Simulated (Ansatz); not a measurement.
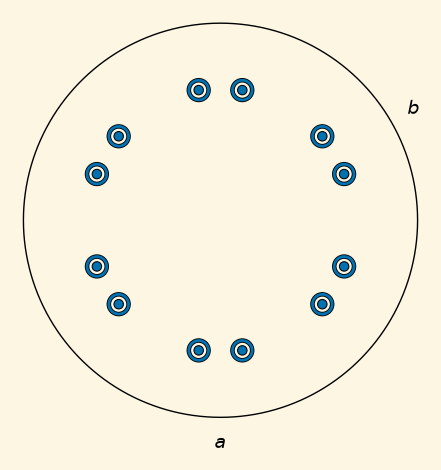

Stereographic projection: filled dots lie in the upper hemisphere, open rings in the lower. The c axis points at the viewer. The poles are all faces of one general form. Computed from the symmetry operations of a computed or model structure of composition Sc, which need not be its known form.

**Identify the point group and its elements.**

6/mmm (D6h), order 24, hexagonal system: one sixfold axis, six twofold axes, seven mirror planes, an inversion centre.

**Which physical properties does it allow?**

It is centrosymmetric, so neither piezoelectric nor pyroelectric; it is not chiral.
